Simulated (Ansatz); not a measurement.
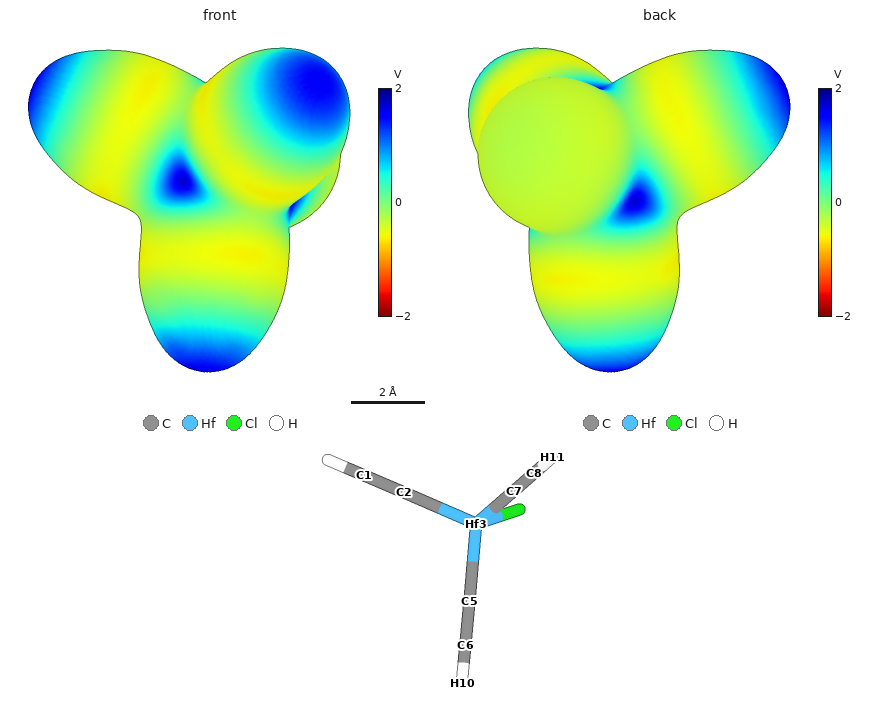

Figure 1: C6H3ClHf (SMILES C#[C][Hf]([Cl])([C]#C)[C]#C). The molecular electrostatic potential painted on the density surface at 0.001 e/bohr³, seen from the front and from behind; the colour scale runs from red (negative) to blue (positive). The bare structure is drawn below in the same view.

Geometry: PBE0-D4/def2-TZVP; core potentials replace the inner electrons of Hf.

Computed with Ansatz, RKS PBE0-D4/def2-TZVPP.

```yaml
atoms:
  - { symbol: C, position_ang: [2.7598, -0.8926, -1.3475] }
  - { symbol: C, position_ang: [1.8418, -0.3147, -0.7989] }
  - { symbol: Hf, position_ang: [0.1911, 0.6875, 0.1748] }
  - { symbol: Cl, position_ang: [0.7951, 2.8667, 0.7295] }
  - { symbol: C, position_ang: [-0.3406, -0.4114, 1.9600] }
  - { symbol: C, position_ang: [-0.6428, -1.0429, 2.9538] }
  - { symbol: C, position_ang: [-1.5057, 0.7077, -1.1662] }
  - { symbol: C, position_ang: [-2.4593, 0.7022, -1.9200] }
  - { symbol: H, position_ang: [3.5655, -1.4008, -1.8293] }
  - { symbol: H, position_ang: [-0.9083, -1.5981, 3.8260] }
  - { symbol: H, position_ang: [-3.2967, 0.6965, -2.5820] }
```

Where is the surface potential most negative and most positive?

The most negative region (about −0.6 V) lies over the C atoms, the most positive (about +1.6 V) over Hf3, H9, H10 and H11.
